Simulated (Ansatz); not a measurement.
## Geometry relaxation, with input and output: C₂H₇Al

- system: C₂H₇Al
- method: RKS B3LYP/def2-SVP (Ansatz 0.2.0)

It belongs to a series of runs on one base structure; here: start relaxed.

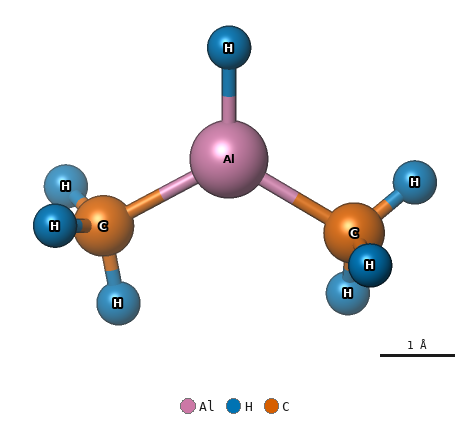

Figure 1. The structure as given in the input (ball-and-stick view, seen at a tilt). Sticks mark near contacts. Bond lengths as drawn: Al–C 1.97 Å, Al–H 1.56 Å and C–H 1.11 Å.

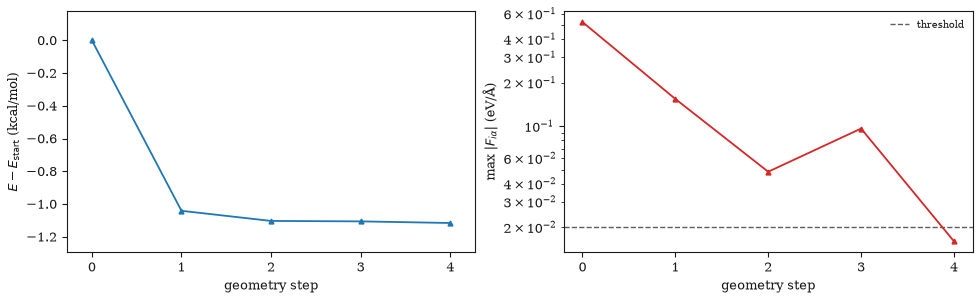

Figure 2. Progress of the relaxation, step by step (the first geometry is step 0 here and step 1 in the log).

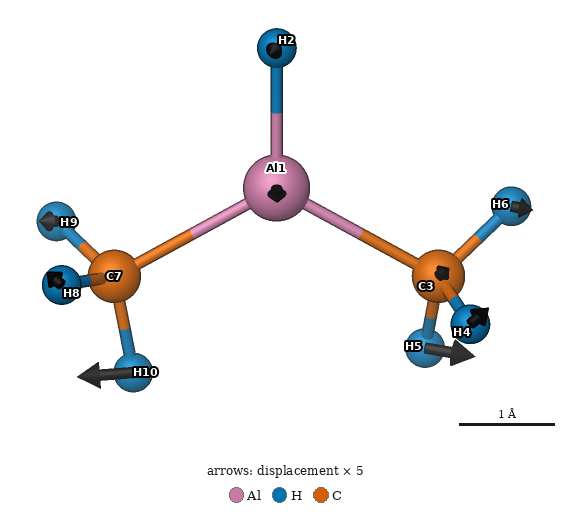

Figure 3. The starting structure with the displacements as black arrows, magnified 5 times (ball-and-stick view, seen at a tilt). The two geometries are laid on each other by the best rigid fit. The atom that moves furthest after the best rigid fit is H10 (0.12 Å). By element the largest moves are H 0.12 Å, Al 0.04 Å, C 0.03 Å. Distances before and after: Al1–H2 1.560 → 1.595 Å, C3–H5 1.110 → 1.103 Å, Al1–C3 1.970 → 1.965 Å. Among the angles that change: Al1–C7–H10 109.5° → 113.9°, Al1–C3–H5 109.5° → 113.1°, Al1–C3–H6 109.5° → 112.7°. Over 4 geometry steps the energy falls by 1.12 kcal/mol. The largest force component goes from 0.52 to 0.016 eV/Å. (Atoms are counted from 1 in the order of the input.)

The input that produced these results follows, with the program's output.

Input:
```yaml
crystal:
  periodic: [false, false, false]
  atoms:
    - { symbol: Al, position_ang: [0.0, 0.0, 0.0] }
    - { symbol: H, position_ang: [0.0, 0.0, 1.56] }
    - { symbol: C, position_ang: [1.706, 0.0, -0.985] }
    - { symbol: H, position_ang: [2.0356, -1.0462, -1.1552] }
    - { symbol: H, position_ang: [1.5695, 0.508, -1.9624] }
    - { symbol: H, position_ang: [2.4756, 0.5381, -0.3932] }
    - { symbol: C, position_ang: [-1.706, 0.0, -0.985] }
    - { symbol: H, position_ang: [-2.2662, -0.9305, -0.7558] }
    - { symbol: H, position_ang: [-2.3102, 0.8797, -0.6796] }
    - { symbol: H, position_ang: [-1.5043, 0.0508, -2.0753] }
basis:
  gaussian: { orbitals: def2-SVP }
hamiltonian:
  xc: b3lyp
relax:
  f_tol: 0.02
  max_steps: 40
```

Run as:
```bash
ansatz run input.yaml --threads 1 --pin off --max-ram 2048MiB --backend cpu --events-out ev --progress --plain --runs-dir out
```

Log:
```
The last accepted step is kept in [file] (removed where the run ends without a failure and the disk answers)
Engine: ansatz 0.2.0, aarch64-unknown-linux-gnu
Functional definition: B3LYP
  parameter a0 = 0.2
  parameter ax = 0.72
  parameter ac = 0.81
  exchange = (1 - a0 - ax)*slater_x + ax*b88_x + a0*exact_x
  correlation = (1 - ac)*vwn_rpa_c + ac*lyp_c
877 factors; integrals over basis functions are off by at most 6.5e-4 eV
mean field evaluation 1: about -8771.5635 eV, gradient 6.6e1 eV
mean field evaluation 2: about -8764.8883 eV, gradient 7.7e1 eV
mean field evaluation 4: about -8782.2522 eV, gradient 9.4e-1 eV
mean field evaluation 8: about -8782.2547 eV, gradient 2.3e-2 eV
mean field -8782.25468272 eV, -322.7419067639 hartree, gradient 1.7e-5 eV, S^2 0.000000; 0 other end points of the search recorded, 0 dependent functions left out
the calculation of the forces begins
reference -8782.25492289 eV, -322.7419155899 hartree; 16, 16 occupied and 65, 65 virtual orbitals, 877 factors
relax step   1: F+E_penalty+E_count = -8782.25468272 eV  Δ(F+E_penalty+E_count) = +0.000e0 eV  max|allowed force component| = 5.244e-1 eV/Å  Δτ_max = 0.0000 Å  (22 SCF iters, accepted)
these checks for a lower state are left out or cut short: starts, cluster_reference, orbital_swaps, neighbouring_geometries, increment
877 factors; integrals over basis functions are off by at most 7.1e-4 eV
mean field evaluation 16: about -8782.2998 eV, gradient 2.6e-2 eV
mean field -8782.29985017 eV, -322.7435666370 hartree, gradient 2.4e-5 eV, S^2 0.000000; 0 other end points of the search recorded, 0 dependent functions left out
the calculation of the forces begins
reference -8782.30009077 eV, -322.7435754791 hartree; 16, 16 occupied and 65, 65 virtual orbitals, 877 factors
relax step   2: F+E_penalty+E_count = -8782.29985017 eV  Δ(F+E_penalty+E_count) = -4.517e-2 eV  max|allowed force component| = 1.541e-1 eV/Å  Δτ_max = 0.0785 Å  (22 SCF iters, accepted)
these checks for a lower state are left out or cut short: starts, cluster_reference, orbital_swaps, neighbouring_geometries, increment
877 factors; integrals over basis functions are off by at most 7.3e-4 eV
mean field -8782.30253294 eV, -322.7436652271 hartree, gradient 2.5e-5 eV, S^2 0.000000; 0 other end points of the search recorded, 0 dependent functions left out
the calculation of the forces begins
reference -8782.30277353 eV, -322.7436740687 hartree; 16, 16 occupied and 65, 65 virtual orbitals, 877 factors
relax step   3: F+E_penalty+E_count = -8782.30253294 eV  Δ(F+E_penalty+E_count) = -2.683e-3 eV  max|allowed force component| = 4.836e-2 eV/Å  Δτ_max = 0.0256 Å  (22 SCF iters, accepted)
these checks for a lower state are left out or cut short: starts, cluster_reference, orbital_swaps, neighbouring_geometries, increment
877 factors; integrals over basis functions are off by at most 7.2e-4 eV
mean field -8782.30265046 eV, -322.7436695459 hartree, gradient 2.2e-5 eV, S^2 0.000000; 0 other end points of the search recorded, 0 dependent functions left out
the calculation of the forces begins
reference -8782.30289080 eV, -322.7436783783 hartree; 16, 16 occupied and 65, 65 virtual orbitals, 877 factors
relax step   4: F+E_penalty+E_count = -8782.30265046 eV  Δ(F+E_penalty+E_count) = -1.175e-4 eV  max|allowed force component| = 9.618e-2 eV/Å  Δτ_max = 0.0227 Å  (23 SCF iters, accepted)
these checks for a lower state are left out or cut short: starts, cluster_reference, orbital_swaps, neighbouring_geometries, increment
877 factors; integrals over basis functions are off by at most 7.2e-4 eV
mean field evaluation 32: about -8782.3031 eV, gradient 1.8e-4 eV
mean field -8782.30307906 eV, -322.7436852968 hartree, gradient 1.5e-5 eV, S^2 0.000000; 0 other end points of the search recorded, 0 dependent functions left out
the calculation of the forces begins
reference -8782.30331950 eV, -322.7436941327 hartree; 16, 16 occupied and 65, 65 virtual orbitals, 877 factors
relax step   5: F+E_penalty+E_count = -8782.30307906 eV  Δ(F+E_penalty+E_count) = -4.286e-4 eV  max|allowed force component| = 1.598e-2 eV/Å  Δτ_max = 0.0055 Å  (21 SCF iters, accepted)
877 factors; integrals over basis functions are off by at most 7.2e-4 eV
mean field -8782.30307906 eV, -322.7436852968 hartree, gradient 1.5e-5 eV, S^2 0.000000; 1 other end points of the search recorded, 0 dependent functions left out
the calculation of the forces begins
reference -8782.30331950 eV, -322.7436941327 hartree; 16, 16 occupied and 65, 65 virtual orbitals, 877 factors
Total energy: -8782.30331950 eV, -322.7436941327 hartree
Atom 0 at     0.001615     0.013043    -0.037856 Å, force     0.001599    -0.015983     0.015517 eV/Å
Atom 1 at    -0.014847    -0.031116     1.556260 Å, force    -0.001504     0.002820    -0.003552 eV/Å
Atom 2 at     1.728899     0.021378    -0.973674 Å, force     0.009789     0.004373    -0.014645 eV/Å
Atom 3 at     2.075370    -1.018825    -1.127233 Å, force    -0.002073     0.000415     0.005622 eV/Å
Atom 4 at     1.676219     0.484110    -1.973742 Å, force     0.002077     0.000308    -0.000133 eV/Å
Atom 5 at     2.521961     0.529363    -0.399368 Å, force    -0.000153     0.001637     0.001758 eV/Å
Atom 6 at    -1.718937     0.003626    -0.986093 Å, force    -0.012696     0.003078    -0.006265 eV/Å
Atom 7 at    -2.298665    -0.903875    -0.735546 Å, force     0.002832     0.000996     0.003235 eV/Å
Atom 8 at    -2.347848     0.856236    -0.670747 Å, force     0.000079     0.001122    -0.000257 eV/Å
Atom 9 at    -1.623766     0.045959    -2.083502 Å, force     0.000049     0.001236    -0.001277 eV/Å
Dipole moment:     0.001001     0.004390    -0.140841 e Å
```

Trajectory as extended XYZ (Å, eV, eV/Å), 5 frames, from step=1 to step=5:
```
10
Properties=species:S:1:pos:R:3:forces:R:3 step=1 energy=-8782.25468
Al    0.0000    0.0000    0.0000   -0.0081  -0.0130  -0.5244
H     0.0000    0.0000    1.5600   -0.0083  -0.0111   0.4808
C     1.7060    0.0000   -0.9850   -0.2281   0.2220   0.2031
H     2.0356   -1.0462   -1.1552    0.1067   0.2493  -0.0559
H     1.5695    0.5080   -1.9624    0.2059  -0.2118   0.1473
H     2.4756    0.5381   -0.3932    0.0014  -0.2306  -0.2611
C    -1.7060    0.0000   -0.9850    0.3351   0.0188   0.0232
H    -2.2662   -0.9305   -0.7558   -0.0840   0.2761  -0.1100
H    -2.3102    0.8797   -0.6796   -0.0691  -0.2760  -0.1305
H    -1.5043    0.0508   -2.0753   -0.2514  -0.0237   0.2277
10
Properties=species:S:1:pos:R:3:forces:R:3 step=2 energy=-8782.29985
Al    0.0005    0.0076   -0.0155    0.0069   0.0015  -0.1541
H    -0.0063   -0.0042    1.5716   -0.0103  -0.0088   0.0923
C     1.7241    0.0105   -0.9733   -0.0785   0.1371   0.0256
H     2.0689   -1.0249   -1.1519    0.0165  -0.0059  -0.0091
H     1.6423    0.4981   -1.9624    0.0364  -0.0640   0.0513
H     2.5228    0.5201   -0.4041   -0.0369  -0.0569  -0.0361
C    -1.7185    0.0002   -0.9812    0.1326   0.0151  -0.0762
H    -2.2996   -0.9130   -0.7562   -0.0126   0.0284   0.0086
H    -2.3514    0.8557   -0.6809   -0.0030  -0.0390   0.0025
H    -1.5828    0.0497   -2.0775   -0.0510  -0.0075   0.0953
10
Properties=species:S:1:pos:R:3:forces:R:3 step=3 energy=-8782.30253
Al    0.0016    0.0130   -0.0256   -0.0024  -0.0068  -0.0479
H    -0.0139   -0.0105    1.5690    0.0000  -0.0029  -0.0094
C     1.7262    0.0166   -0.9742   -0.0232   0.0484   0.0081
H     2.0692   -1.0210   -1.1455   -0.0001  -0.0229   0.0050
H     1.6660    0.4941   -1.9679   -0.0010  -0.0126   0.0206
H     2.5247    0.5169   -0.4002   -0.0008  -0.0057  -0.0021
C    -1.7172    0.0009   -0.9844    0.0390   0.0061  -0.0265
H    -2.2969   -0.9096   -0.7474   -0.0027  -0.0078   0.0123
H    -2.3518    0.8506   -0.6738   -0.0045   0.0057   0.0081
H    -1.6080    0.0489   -2.0815   -0.0041  -0.0014   0.0318
10
Properties=species:S:1:pos:R:3:forces:R:3 step=4 energy=-8782.30265
Al    0.0018    0.0095   -0.0413   -0.0031   0.0098   0.0962
H    -0.0151   -0.0266    1.5531   -0.0001  -0.0054   0.0002
C     1.7280    0.0207   -0.9721    0.0452   0.0024  -0.0454
H     2.0748   -1.0189   -1.1297    0.0006   0.0020   0.0023
H     1.6723    0.4862   -1.9707    0.0120  -0.0017  -0.0066
H     2.5227    0.5279   -0.3987   -0.0174  -0.0040   0.0012
C    -1.7182    0.0031   -0.9841   -0.0421  -0.0029  -0.0446
H    -2.2995   -0.9043   -0.7363    0.0062   0.0053   0.0031
H    -2.3477    0.8564   -0.6707    0.0128  -0.0058   0.0027
H    -1.6192    0.0459   -2.0811   -0.0142   0.0002  -0.0092
10
Properties=species:S:1:pos:R:3:forces:R:3 step=5 energy=-8782.30308
Al    0.0016    0.0130   -0.0379    0.0016  -0.0160   0.0155
H    -0.0148   -0.0311    1.5563   -0.0015   0.0028  -0.0036
C     1.7289    0.0214   -0.9737    0.0098   0.0044  -0.0146
H     2.0754   -1.0188   -1.1272   -0.0021   0.0004   0.0056
H     1.6762    0.4841   -1.9737    0.0021   0.0003  -0.0001
H     2.5220    0.5294   -0.3994   -0.0002   0.0016   0.0018
C    -1.7189    0.0036   -0.9861   -0.0127   0.0031  -0.0063
H    -2.2987   -0.9039   -0.7355    0.0028   0.0010   0.0032
H    -2.3478    0.8562   -0.6707    0.0001   0.0011  -0.0003
H    -1.6238    0.0460   -2.0835    0.0000   0.0012  -0.0013
```

Results in brief:

| quantity | value |
| --- | --- |
| outcome | converged |
| total energy | −8782.3033 eV |
| mean-field energy | −8782.3033 eV |
| largest force (length of the vector) at the end | 0.022 eV/Å |
| hardware | 1 thread of Arm Neoverse V2, 24 GiB of memory available, shared host |
| wall time | 13 s |
| peak memory | 0.15 GiB |
